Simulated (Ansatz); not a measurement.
```xyz
8
Lattice="4.2488 0.0000 0.0000 -2.1244 3.6796 0.0000 0.0000 0.0000 13.9869" Properties=species:S:1:pos:R:3 pbc="T T T"
As    2.1244    1.2265   13.9850
Sb    2.1244    1.2265    6.9877
Sb    0.0000    2.4531   10.5730
Sb    0.0000    2.4531    3.4012
Ga    2.1244    1.2265   11.5146
Ga    2.1244    1.2265    4.3316
Ga    0.0000    2.4531    7.9229
Ga    0.0000    2.4531    0.7284
```

Space group P3m1; started from the ordered alloy on wurtzite lattice prototype, which need not be the ambient phase.

Level of theory: DFT, r2SCAN, plane waves, PAW in Ansatz.

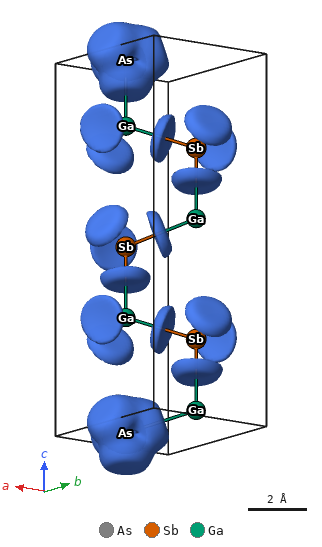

Ga4Sb3As. Isosurface of the ELF at 0.6 (blue), seen at an oblique angle. Only the valence region is drawn (cores and ρ < 0.01 e/Å³ removed). Sticks mark near contacts.

In a PAW calculation such maps are meaningful between the atoms, not at the nuclei.

Q: Describe the localisation domains.

A: The ELF exceeds this value in twelve regions between bonded Ga–Sb atoms (shared pairs) and one region on As in which the atom's valence shell and bonds are merged, counted in one cell of 8 atoms. Regions shared between cells count once. Profiles from the grid: Ga–As (2.47 Å): the ELF peaks at about 0.80 between the atoms: localised, covalent bonding. Ga–Sb (2.62 Å): the ELF peaks at about 0.75 between the atoms.
